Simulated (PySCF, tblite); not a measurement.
# C₅H₁₀AlFS: geometry, infrared bands and NMR shifts

Wanted: the infrared bands and NMR shifts of C₅H₁₀AlFS (`C=C/C=C/[S@@+](C)[AlH2-][F]`), by calculation.

The runs use tblite 0.8.0 and PySCF 2.14.0, with density-fitted response routines of our own; the level of theory stands in each step. All values are computed, except where a source is named. Atoms are numbered from 0 throughout.

### 1 The molecule as given

18 atoms, charge 0, multiplicity 1; geometry from: force field or distance geometry start.

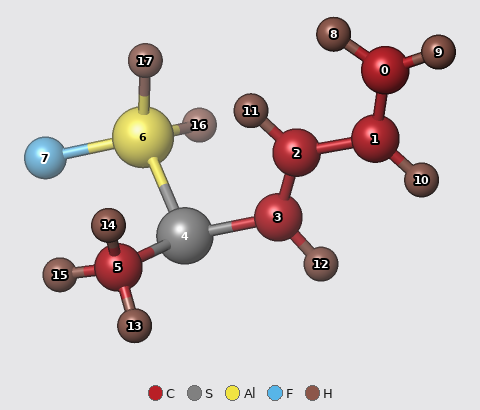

As it starts; carbon red, sulfur grey, aluminium yellow, fluorine blue, hydrogen brown, atoms numbered.

### 2 Optimising the geometry with GFN2-xTB

Job settings and geometry (Å):

```
{"job": {"kind": "relax", "xc": "GFN2-xTB", "basis": "xTB"}, "charge": 0, "multiplicity": 1}
C      3.389900     0.669500    -0.114700
C      2.566700    -0.339000    -0.460000
C      1.154000    -0.106600    -0.172500
C      0.227100    -1.009300    -0.464400
S     -1.467400    -0.763100    -0.135400
C     -1.931600    -1.014400     1.533600
Al    -2.157100     1.162700    -0.992300
F     -3.884300     1.389500    -0.563100
H      2.889500     1.527700     0.313900
H      4.434800     0.646900    -0.247000
H      2.932500    -1.251100    -0.882700
H      0.806900     0.809800     0.257300
H      0.489100    -1.986600    -0.892700
H     -1.812700    -2.080300     1.826300
H     -1.421100    -0.342900     2.260200
H     -3.016200    -0.784600     1.653800
H     -1.948400     1.152900    -2.562600
H     -1.260500     2.325200    -0.369200
```

The run is started by

```sh
OMP_NUM_THREADS=1 python probes_run.py task.json out
```

One launch serves the whole session: the jobs run in the order shown.

**Question.** This job is followed by: GFN2-xTB harmonic vibrations, gas phase; GIAO PBE0/pcSseg-1 NMR shielding, non-relativistic, gas phase. What will the session give for the following? strongest single infrared mode (GFN2-xTB); zero-point energy (GFN2-xTB); 13C shifts against TMS (PBE0/pcSseg-1); 1H shifts against TMS (PBE0/pcSseg-1, means over atoms taken as alike); 33S shifts against CS2 (PBE0/pcSseg-1); 27Al shifts against AlH4- (PBE0/pcSseg-1); 19F shifts against CFCl3 (PBE0/pcSseg-1).

As calculated:

```
                                                              quantity                                               value
                             strongest single infrared mode (GFN2-xTB)                                674 cm⁻¹, 471 km/mol
                                          zero-point energy (GFN2-xTB)                                       80.3 kcal/mol
                                13C shifts against TMS (PBE0/pcSseg-1)                143.7, 142.9, 127.1, 124.9, 23.1 ppm
1H shifts against TMS (PBE0/pcSseg-1, means over atoms taken as alike)  6.68, 6.19, 5.93, 5.65, 5.58, 4.10, 3.59, 2.67 ppm
                                33S shifts against CS2 (PBE0/pcSseg-1)                                             -28 ppm
                             27Al shifts against AlH4- (PBE0/pcSseg-1)                                            70.1 ppm
                              19F shifts against CFCl3 (PBE0/pcSseg-1)                                          -187.0 ppm
```

What this shows: Over 193 steps the energy fell by 1.311 eV; of the close pairs, S4–Al6 changed most, 2.218 to 2.496 Å. All 48 modes are real, so the xTB geometry is a minimum. The strongest single mode, at 674 cm⁻¹, moves mainly H17. Unscaled tight-binding wavenumbers are off by several per cent, some by more. Its intensities can rank the bands wrongly. At PBE0/pcSseg-1: Shielding is most anisotropic at S4 (span 276 ppm, paramagnetic term -528 ppm).
